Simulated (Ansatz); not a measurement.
# ZnAg (Pm-3m): from the cell to its phonons, part 2 of 2

Wanted: phonon frequencies of ZnAg (Pm-3m) and what follows from them.

Ansatz 0.2.0; DFT PBEsol, scalar-relativistic, plane waves, PAW; PAW set soft_1.

So far. Step 3 (Relaxing to small forces for the phonons): The forces vanish by symmetry and the pressure is 0.000 GPa, within the tolerances set. The cell now holds 15.14 Å³/atom. The relaxed cell has a = 3.117 Å (conventional setting).

## 4. Modes at Γ

The zone centre comes first: it holds the modes that light can see, as far as symmetry allows. No field response is asked, since the mesh shows no gap.

input.yaml reads:

```yaml
crystal:
  lattice:
    - [3.1171120802, 0.0, 0.0]
    - [0.0, 3.1171120802, 0.0]
    - [0.0, 0.0, 3.1171120802]
  atoms:
    - { symbol: Zn, position: [0.5, 0.5, 0.5] }
    - { symbol: Ag, position: [0.0, 0.0, 0.0] }
kpoints:
  mp_grid: { grid: [16, 16, 16] }
hamiltonian:
  xc: pbesol
  pseudopotentials: { kind: paw, azcp: { folder: soft_1 }, xc_functional: pbe }
scf:
  occupations: { method: methfessel_paxton, width: 0.2 }
output:
  eigenvalues: true
phonons:
  method: dfpt
```

On the command line:

```
$ ansatz run input.yaml --threads 4 --pin off --max-ram 10240MiB --backend cpu --events-out ev --progress --plain --runs-dir out
```

Numbers of over 12 decimals in the logs are rounded to 6 here.

The log of the run:

```text
[...]
Crystal: 2 atoms, lattice volume = 30.287 Å³
Basis set: ecut = 420 eV, 619 PW (Γ), exchange–correlation on 48×48×48 points (8 copies of the dense FFT grid, shifted against one another)
Bands: 20, of which v1, the nominal top of the filled ones, is band 16 counted from 1 (15 counted from 0)
Symmetry: 48 space group operations
k-points: 405 of 4096 (irreducible under 8 space group operations, time reversal used)
[...]
SCF iter   1: F=—  HF=-10804.302165 eV  |F-HF|=—  |Δ(HF+E_count)|=         —  Δρ=1.06e-1  dr2=3.93e0  ethr=3.10e-3  ⟨swp⟩=4.9  Hψ=37417  notcnv=0
[...]
SCF iter   9: F=-10803.341188 eV  HF=-10803.341188 eV  |F-HF|=0.00e0  |Δ(HF+E_count)|=  2.95e-10  S|Δr|=    0.00e0  Δρ=9.09e-8  dr2=2.02e-12  ethr=1.00e-12  ⟨swp⟩=6.0  Hψ=40708  notcnv=0
SCF 1 converged in 9 iterations: F = -10803.341188 eV  dr2 = 2.02e-12
[...]
DFPT response loops at Γ: preconditioner auto → Kerker (q_TF=auto, 2.739 Å⁻¹) (partly filled bands, converged f_vac=0.000); β = 1.00, the filter's whole step (`scf.mixing.beta` (0.50) is not read by the response loops under this deck's `scf.mixing.preconditioner`; to damp them name `kerker` or `kerker_dos`, under which they read `scf.mixing.beta`, and type it under 1.00, their step now; both keys bind the ground state too); Broyden in place of MSR1
SCF converged after 9 iterations
[...]
Free energy (F): -10803.341188 eV
[...]
Internal energy: -10803.339523 eV  (E = F + TS)
E sigma→0 (E₀):  -10803.340772 eV
Entropy (-TS):   -0.001665 eV (-0.833 meV/atom)
Fermi energy:    15.500406 eV
[...]
--- Band table (eV; the first three rows and the last of 405) ---
  k-point 0: bands = [... 12 lower, 11.1631, 11.1631, 11.1631, 20.8849, 20.8849, 20.8849, 26.2558, 26.7916]
  k-point 1: bands = [... 12 lower, 11.1250, 11.1250, 11.1572, 20.3315, 20.9995, 20.9995, 26.4201, 26.7826]
  k-point 2: bands = [... 12 lower, 11.0191, 11.0191, 11.1405, 19.1138, 21.3352, 21.3352, 26.5136, 26.7563]
  k-point 404: bands = [... 12 lower, 11.5709, 11.5709, 17.3099, 19.6477, 19.6477, 19.6477, 20.3724, 20.3724]
--- Phonons (Γ-DFPT): 2 representative perturbations + reference, on 405 of 4096 k-points (Σ response iterations 6) ---
  k mesh reduced under 8 symmetry operations, with k and −k counted as one. Each operation leaves every solved perturbation unchanged. A smaller set is not used because it would not reduce the number of displacements times k-points to solve
  ASR residual: 4.881e-5 → 0.000e0 eV/Å²; symmetrization residual: 1.825e-6 eV/Å²
  ASR residual per site (eV/Å²): 4.11e-5 4.88e-5
  Γ frequencies (cm⁻¹): 0.00 0.00 0.00 161.97 161.97 161.97
  non-analytic LO–TO correction: not included (Born effective charges unavailable; polar crystals: no LO–TO splitting at Γ)
```

The job ended after 18 s (4 threads of Arm Neoverse V1, shared host; peak memory 0.98 GiB).

This step gave:

```yaml
sum_rule_residual_before_enforcement: 4.88e-5 eV/Å²
point_group: m-3m
highest_optical_mode_at_the_zone_centre_no_lo_to_term: 162.0 cm⁻¹
lowest_optical_zone_centre_mode: 162.0 cm⁻¹
```

Patterns of degenerate modes are one choice out of their space. The modes at Γ (shares of kinetic energy by element, %):

```csv
mode,frequency (cm⁻¹),symmetry,Zn %,Ag %
1,0.0,acoustic,38,62
2,0.0,acoustic,38,62
3,0.0,acoustic,38,62
4,162.0,T1u,62,38
5,162.0,T1u,62,38
6,162.0,T1u,62,38
```

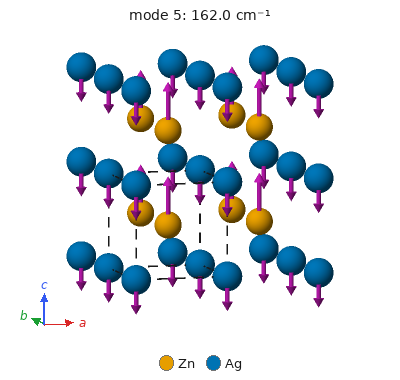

Displacement patterns of mode 5 at Γ; arrows are exaggerated. 2×2×2 cells are drawn. Some periodic images of atoms are drawn too.

Before it was imposed, the acoustic sum rule was missed by 4.9e-5 eV/Å². Small misses are needed for a sound result but don't prove that mesh and cutoff are converged. The lowest optical mode is real, 162 cm⁻¹.

## 5. Phonons on a q mesh

Stability and thermal properties need the whole zone. Linear response on a 4×4×4 q mesh gives force constants as far as a supercell of that size would.

Changes to input.yaml since step 4:

```diff
@@ -19 +19,8 @@
   method: dfpt
+  qmesh: [4, 4, 4]
+  temperatures: { t_max: 1000, t_step: 50 }
+  qpath:
+    path:
+      - [[0.0, 0.0, 0.0], [0.0, 0.5, 0.0], [0.5, 0.5, 0.0], [0.0, 0.0, 0.0], [0.5, 0.5, 0.5], [0.0, 0.5, 0.0]]
+      - [[0.5, 0.5, 0.5], [0.5, 0.5, 0.0]]
+    npoints: 10
```

The log of the run:

```text
[...]
Crystal: 2 atoms, lattice volume = 30.287 Å³
Basis set: ecut = 420 eV, 619 PW (Γ), exchange–correlation on 48×48×48 points (8 copies of the dense FFT grid, shifted against one another)
Bands: 20, of which v1, the nominal top of the filled ones, is band 16 counted from 1 (15 counted from 0)
Symmetry: 48 space group operations
k-points: 165 of 4096
[...]
SCF iter   1: F=—  HF=-10804.302154 eV  |F-HF|=—  |Δ(HF+E_count)|=         —  Δρ=1.06e-1  dr2=3.93e0  ethr=3.10e-3  ⟨swp⟩=4.9  Hψ=15270  notcnv=0
[...]
SCF iter   9: F=-10803.341188 eV  HF=-10803.341188 eV  |F-HF|=1.82e-12  |Δ(HF+E_count)|=  2.96e-10  S|Δr|=    0.00e0  Δρ=8.88e-8  dr2=1.91e-12  ethr=1.00e-12  ⟨swp⟩=6.3  Hψ=16711  notcnv=0
SCF 1 converged in 9 iterations: F = -10803.341188 eV  dr2 = 1.91e-12
[...]
phonons: the bands overlap, so this run is a metal and interpolates without the dipole-dipole term. If the crystal is really an insulator or semiconductor, its LO-TO splitting is missing
NSCF: frozen V_eff on 165 k-points
WARN: eigensolver did not converge (k=94): 1 band(s) unlocked after 20 sweeps at ethr=1.05e-12 eV (storage-precision floor; scheduled 1.00e-12 eV) (lowest unlocked band 19, counted from 0; max residual 9.01e-6 eV among the unlocked bands, 9.01e-6 eV over every band; other slots of this pass that fall short are told together in one closing line; warning suppressed until the next SCF loop or pass starts)
[...]
DFPT response loops at q = (0, 0, 0) (fractional): preconditioner auto → Kerker (q_TF=auto, 2.739 Å⁻¹) (partly filled bands, converged f_vac=0.000); β = 1.00, the filter's whole step (`scf.mixing.beta` (0.50) is not read by the response loops under this deck's `scf.mixing.preconditioner`; to damp them name `kerker` or `kerker_dos`, under which they read `scf.mixing.beta`, and type it under 1.00, their step now; both keys bind the ground state too); Broyden in place of MSR1
[...]
SCF converged after 9 iterations
[...]
Free energy (F): -10803.341188 eV
[...]
Internal energy: -10803.339523 eV  (E = F + TS)
E sigma→0 (E₀):  -10803.340772 eV
Entropy (-TS):   -0.001665 eV (-0.833 meV/atom)
Fermi energy:    15.500406 eV
[...]
--- Band table (eV; the first three rows and the last of 165) ---
  k-point 0: bands = [... 12 lower, 11.1631, 11.1631, 11.1631, 20.8849, 20.8849, 20.8849, 26.2558, 26.7916]
  k-point 1: bands = [... 12 lower, 11.1250, 11.1250, 11.1572, 20.3315, 20.9995, 20.9995, 26.4201, 26.7826]
  k-point 2: bands = [... 12 lower, 11.0191, 11.0191, 11.1405, 19.1138, 21.3352, 21.3352, 26.5136, 26.7563]
  k-point 164: bands = [... 12 lower, 11.5709, 11.5709, 17.3099, 19.6477, 19.6477, 19.6477, 20.3724, 20.3724]
--- Phonons (Γ-DFPT): 2 representative perturbations + reference (Σ response iterations 6) ---
  ASR residual: 4.261e-5 → 0.000e0 eV/Å²; symmetrization residual: 2.061e-6 eV/Å²
  ASR residual per site (eV/Å²): 3.13e-5 4.26e-5
  Γ frequencies (cm⁻¹): 0.00 0.00 0.00 161.97 161.97 161.97
--- Phonons (arbitrary-q DFPT): 10 irreducible q on the 4×4×4 mesh ---
  q = [0.0000, 0.0000, 0.0000] (star 1, of the zone-centre solve; hermiticity 1.05e-6, symmetrization 3.52e-12): -0.00 -0.00 0.00 161.97 161.97 161.97
  q = [0.0000, 0.0000, 0.2500] (star 6, 4 solved perturbations in 4032 linear systems a pass and spin channel, the states on 1296 of 4096 k-point pairs; hermiticity 9.12e-7, symmetrization 1.15e-12): 63.49 63.49 84.54 150.85 150.85 162.55
[...]
q = [0.0000, 0.2500, -0.5000] (star 12, 6 solved perturbations on 1296 of 4096 k-point pairs; hermiticity 1.27e-6, symmetrization 6.73e-14): 53.38 71.42 97.83 133.34 172.18 176.57
[...]
sum rule: each row above includes the acoustic sum rule's correction from the zone centre's row sums; it moved no ω² by more than (0.36 cm⁻¹)²
  mesh force constants: q→R imaginary residual 4.28e-18; ASR residual 4.261e-5 → 0.000e0 eV/Å²; symmetrization residual 2.665e-15 eV/Å²
  interpolated dispersion: 62 rows × 6 modes
  density of states and harmonic sums: on the 20×20×20 q-mesh, interpolated from the force constants of a 4×4×4 supercell (no non-analytic term)
  largest difference from the sums on the solved wave vectors: F 9.39e-3 eV, S 1.34e-5 and C_V 4.01e-6 eV/K
  zero-point energy: 0.043052 eV/cell   skipped modes (ω ≤ 0): 3   left out of the sums: 6.25e-5 of the cell's modes: C_V's classical limit lies that fraction below 3 k_B per atom; for a crystal, a wire or a layer, F and S can be off by more, and a phonons.interpolated_qmesh denser along its periods is the remedy for the sampling
```

It took 9.3 min on 4 threads; peak memory 3.5 GiB; 36 min of CPU time.

This step gave:

```
sum-rule residual before enforcement                    : 4.26e-5 eV/Å²
lowest frequency on the path                            : 0 cm⁻¹
highest frequency on the path or at a solved wavevector : 189 cm⁻¹
mean frequency                                          : 115.7 cm⁻¹
Debye temperature (second moment)                       : 233 K
logarithmic mean frequency                              : 103.2 cm⁻¹
lowest mode on the q mesh (acoustic modes at Γ apart)   : 17.8 cm⁻¹
zero-point energy per atom                              : 21.53 meV
heat capacity at 300 K                                  : 24.21 J/(mol atoms K)
vibrational entropy at 300 K                            : 42.85 J/(mol atoms K)
```

Frequencies (cm⁻¹) solved at each irreducible wavevector; negative means imaginary. Frequencies by wavevector, by row:

```csv
q in reciprocal lattice units,star,mode 1,mode 2,mode 3,mode 4,mode 5,mode 6
0 0 0,1,0,0,0,162,162,162
0 0 0.25,6,63.5,63.5,84.5,150.8,150.8,162.6
0 0 -0.5,3,94.9,94.9,127.7,131.2,131.2,153.2
0 0.25 0.25,12,17.8,83.6,108,143,148.3,177
0 0.25 -0.5,12,53.4,71.4,97.8,133.3,172.2,176.6
0 -0.5 -0.5,3,24.2,24.2,105.7,136.6,189,189
0.25 0.25 0.25,8,58.5,58.5,92.2,160.4,162.6,162.6
0.25 0.25 -0.5,12,57.8,68.1,98,134.3,171.2,173.6
0.25 -0.5 -0.5,6,62.8,62.8,102,135.2,172.8,172.8
-0.5 -0.5 -0.5,1,114.6,114.6,114.6,142.6,142.6,142.6
```

Interpolated from a 4×4×4 q mesh. The phonon branches at the labelled points (cm⁻¹):

```csv
point,branch 1,branch 2,branch 3,branch 4,branch 5,branch 6
Γ,0,0,0,162,162,162
X,95,95,128,131,131,153
M,24,24,106,137,189,189
Γ,0,0,0,162,162,162
R,115,115,115,143,143,143
X,95,95,128,131,131,153
jump to R,115,115,115,143,143,143
M,24,24,106,137,189,189
```

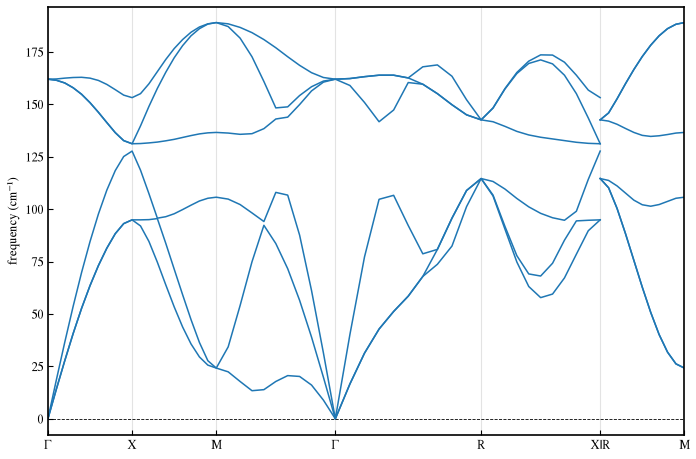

Phonon branches along the path.

The phonon density of states has structure finer than the step of the table below, so its rows give means over 10 cm⁻¹, whole bins alone (the curve runs from 1 to 189 cm⁻¹). Peaks (cm⁻¹: height): 95.0: 0.0671, 135.0: 0.125, 143.0: 0.0680, 171.0: 0.0984.

Tetrahedra on a 20×20×20 mesh, mean over bins of 2 cm-1. Interpolated from a 4×4×4 q mesh. Table of phonon density of states by wavenumber; means over each step:

```csv
wavenumber (cm⁻¹),phonon density of states (1/cm⁻¹/cell)
10,3.3e-4
20,0.00752
30,0.0188
40,0.0249
50,0.0297
60,0.0297
70,0.0364
80,0.0355
90,0.0441
100,0.0525
110,0.0193
120,0.00110
130,0.0203
140,0.0655
150,0.0392
160,0.0409
170,0.0838
180,0.0446
```

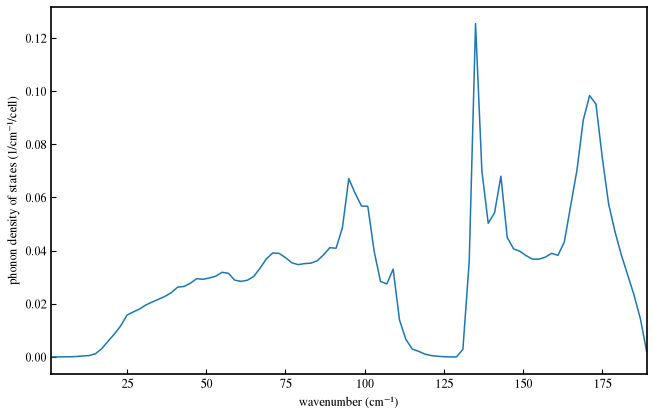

Phonon density of states against wavenumber.

The partial phonon density of states has structure finer than the step of the table below, so its rows give means over 10 cm⁻¹, whole bins alone (the curve runs from -10 to 204 cm⁻¹). Peaks (cm⁻¹: height): Ag 96.6: 0.0532, 170.7: 0.0335; Zn 68.2: 0.0141, 135.7: 0.0789, 170.7: 0.0585.

Phonopy on the run's constants, 19x19x19 mesh, Gaussian sigma 2.0 cm-1. Interpolated from a 4×4×4 q mesh. Table of partial phonon density of states by wavenumber; means over each step; values in 1/cm⁻¹/cell:

```csv
wavenumber (cm⁻¹),Ag,Zn
0,2.6e-5,1.7e-5
10,4.5e-4,2.9e-4
20,0.00528,0.00349
30,0.0110,0.00713
40,0.0148,0.00918
50,0.0185,0.0107
60,0.0192,0.0104
70,0.0237,0.0121
80,0.0255,0.0104
90,0.0373,0.00818
100,0.0454,0.00470
110,0.0185,0.00193
120,0.00131,3.4e-4
130,6.9e-4,0.0220
140,0.00613,0.0565
150,0.00935,0.0304
160,0.0134,0.0291
170,0.0289,0.0511
180,0.0176,0.0279
190,0.00287,0.00412
```

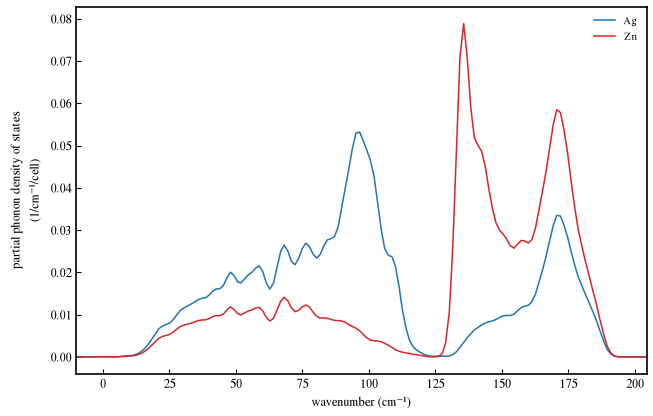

Partial phonon density of states, plotted against wavenumber.

Second derivatives of the energy by pair, one row for each kind of neighbour of each atom listed. Each entry sums the pair over the periodic images of the supercell that the q mesh stands for, and in a polar crystal it holds the long-range dipole part too. Force constants by pair, by row:

```csv
atom,neighbour,distance (Å),third of the trace (eV/Å²),along the pair's line (eV/Å²)
Zn1,itself,0,4.64,–
Zn1,Ag,2.699,-0.4783,-1.843
Zn1,Zn,3.117,-0.041,-0.2297
Zn1,Zn,4.408,-0.0261,-0.0916
Zn1,Ag,5.169,2.00e-4,0.0067
Zn1,Zn,5.399,-0.0056,-0.023
Zn1,Zn,6.234,-0.0028,0.0069
Zn1,Ag,6.794,-0.0069,-0.0111
Zn1,Zn,6.97,-0.0149,-0.0162
Ag2,itself,0,4.786,–
Ag2,Zn,2.699,-0.4783,-1.843
Ag2,Ag,3.117,-0.0927,-0.5096
Ag2,Ag,4.408,-0.0255,-0.1179
Ag2,Zn,5.169,2.00e-4,0.0067
Ag2,Ag,5.399,0.0278,0.1005
Ag2,Ag,6.234,0.0289,0.1048
Ag2,Zn,6.794,-0.0069,-0.0111
Ag2,Ag,6.97,-0.0223,-0.0343
```

Harmonic thermodynamic functions per atom, from the density of states. Interpolated from a 4×4×4 q mesh. Thermodynamic functions, by row:

```csv
T (K),F_vib (meV/atom),S (J/mol-atom/K),C_V (J/mol-atom/K)
0,21.53,0,0
50,20.22,7.177,11.5
100,13.59,18.1,19.51
200,-13.66,33.19,23.35
300,-53.37,42.85,24.21
400,-101.6,49.87,24.53
500,-156.2,55.36,24.67
600,-216,59.86,24.76
700,-280.1,63.68,24.8
800,-347.8,67,24.84
900,-418.8,69.92,24.86
1000,-492.7,72.54,24.88
```

Harmonic mean-square displacement, third of the trace. Interpolated from a 4×4×4 q mesh. Mean square displacements, by row:

```csv
T (K),Zn1 U_eq (Å²),Ag2 U_eq (Å²)
0,0.00253,0.00203
100,0.00607,0.00556
300,0.01667,0.01571
600,0.03303,0.03124
```

Symmetry leaves 10 wavevectors to solve. The lowest mode among them, the acoustic zeros apart, lies at q = (0, 0.25, 0.25) and is real, 17.8 cm⁻¹.

## 6. Another isotope, element Ag, natural mass 107.868 amu

An isotope changes the mass and not the force constants, so no new electronic calculation is needed; the shifts show which modes move this element.

The same force constants with the mass of Ag changed from 107.868 to 108.905 u (phonopy, no LO-TO term). Both lists are sorted by frequency; levels can cross, so a row need not hold one and the same mode. Modes under 3 cm⁻¹ are left out. Isotope shifts, by row:

```csv
q,rank,natural mass (cm⁻¹),changed mass (cm⁻¹)
0 0 0,4,162,161.7
0 0 0,5,162,161.7
0 0 0,6,162,161.7
0 0 0.25,1,63.49,63.28
0 0 0.25,2,63.49,63.28
0 0 0.25,3,84.54,84.27
0 0 0.25,4,150.8,150.6
0 0 0.25,5,150.8,150.6
0 0 0.25,6,162.6,162.3
0 0 -0.5,1,94.88,94.43
0 0 -0.5,2,94.88,94.43
0 0 -0.5,3,127.7,127.1
0 0 -0.5,4,131.2,131.2
0 0 -0.5,5,131.2,131.2
0 0 -0.5,6,153.2,153.2
0 0.25 0.25,1,17.8,17.75
0 0.25 0.25,2,83.56,83.25
0 0.25 0.25,3,108,107.5
0 0.25 0.25,4,143,142.9
0 0.25 0.25,5,148.3,148.2
0 0.25 0.25,6,177,176.7
```

A mode of this element alone would shift by -0.48 %. The highest zone-centre frequency without the field goes from 162.0 to 161.7 cm⁻¹ (-0.2 %). The product of the frequency ratios over all optical modes at Γ is 0.995; the product rule, (m/m′)^(3k/2) (M′/M)^(3/2) with k = 1 such atoms and M the mass of the cell, gives 0.995.

## 7. Another isotope, element Zn, natural mass 65.38 amu

The same for Zn, from 65.38 to 67.92 u.

A mode of this element alone would shift by -1.89 %. The highest zone-centre frequency without the field goes from 162.0 to 160.1 cm⁻¹ (-1.2 %). The product of the frequency ratios over all optical modes at Γ is 0.965; the product rule, (m/m′)^(3k/2) (M′/M)^(3/2) with k = 1 such atoms and M the mass of the cell, gives 0.965.

## 8. Summary of results

```
space group after relaxation (within 0.01 Å)            : Pm-3m
volume per atom                                         : 15.1 Å³
electronic character                                    : no gap on this mesh
highest optical mode at the zone centre (no LO-TO term) : 162 cm⁻¹
lowest optical zone-centre mode                         : 162 cm⁻¹
lowest mode on the q mesh (acoustic modes at Γ apart)   : 17.8 cm⁻¹
highest frequency on the path or at a solved wavevector : 189 cm⁻¹
zero-point energy per atom                              : 21.5 meV
heat capacity at 300 K                                  : 24.2 J/(mol atoms K)
vibrational entropy at 300 K                            : 42.9 J/(mol atoms K)
Debye temperature (second moment)                       : 233 K
imaginary modes on the 4×4×4 q mesh                     : none
```

The structure is a minimum as far as tested: no mode is imaginary at the 10 irreducible wavevectors of the 4×4×4 mesh, and the softest away from the acoustic zeros lies at 18 cm⁻¹. The optical modes at Γ form one degenerate level at 162 cm⁻¹. With no gap, or one that is small against the smearing, the frequencies hang on the k mesh and the smearing, most of all near Kohn anomalies. The phonon runs are without spin polarisation, although the cell has an odd electron count. The PAW files were made for PBE and serve the other functionals too. A phonon run warned that its eigensolver left some bands unconverged in a pass. These are harmonic frequencies at zero temperature: anharmonic shifts, linewidths and thermal expansion are left out.

[Logs are printed without paths, hosts, clocks, repeated set-up lines and the standing remarks that a program may print on its own settings, such as how far it seeks lower states.]

[Hosts, paths, dates, database ids (printed as entryN), source tags and the programs' standing remarks are cut or masked in the printed files.]
